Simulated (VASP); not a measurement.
Data:

```
CELL_PARAMETERS angstrom
      0.00000     2.75279     2.75279
      2.75279     0.00000     2.75279
      2.75279     2.75279     0.00000
ATOMIC_POSITIONS crystal
  Ce 0.00000 0.00000 0.00000
  O  0.25000 0.25000 0.25000
  O  0.75000 0.75000 0.75000
```

Level of theory: RPBE GGA, VASP's PBE PAW potentials (set 64) (plane waves; VASP). Settings: 520 eV cut-off, 8×8×8 Γ-centred mesh, tetrahedra with Blöchl corrections, potentials Ce O.

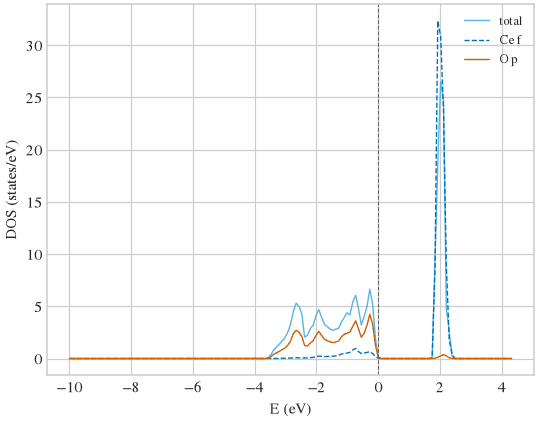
Total and projected density of states, zero at the valence-band maximum

Within 2 eV below the valence-band maximum the largest weight inside VASP's projection spheres is O p.

It has a band gap.

The compound is CeO2 in the fluorite structure. It was relaxed first, which changed the volume by +5 %. The run is not spin-polarised, so no magnetic state was tried.
